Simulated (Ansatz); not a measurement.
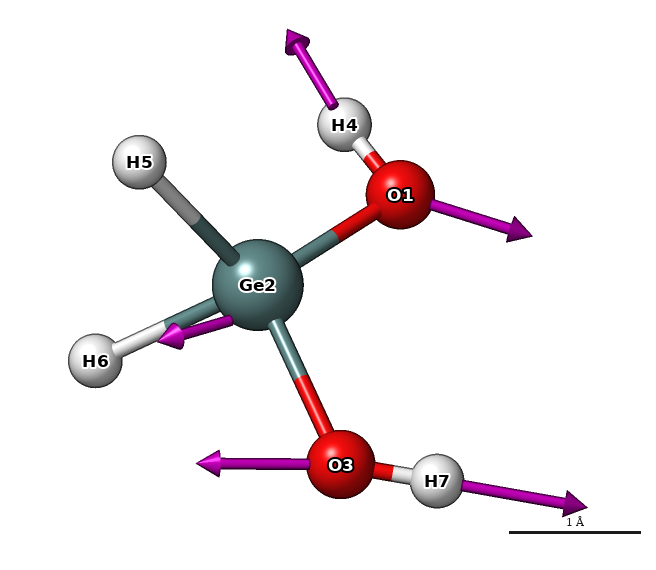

Arrows show the forces on the atoms, 0.04 Å of arrow for 1 eV/Å; forces under a tenth of the largest aren't drawn. Level of theory: r2SCAN-D4/def2-TZVPP (Ansatz 0.2.0).

Q: On which atom is the force largest, and how large is it?

A: On H7: 24.62 eV/Å.

Q: Which bond do the forces act along most?

A: O3–H7, now 0.747 Å: the forces push its atoms apart, so a first step downhill lengthens it.

List the force components in the frame of the picture (x right, y up, z towards the viewer), in eV/Å.

| atom | Fx | Fy | Fz |
| --- | --- | --- | --- |
| O1 | 19.70 | −6.19 | 1.29 |
| Ge2 | −14.11 | −4.16 | 8.09 |
| O3 | −21.88 | 0.17 | 2.35 |
| H4 | −8.93 | 14.93 | −10.35 |
| H5 | 1.35 | −0.34 | −0.31 |
| H6 | −0.37 | −0.12 | −1.17 |
| H7 | 24.24 | −4.29 | 0.11 |
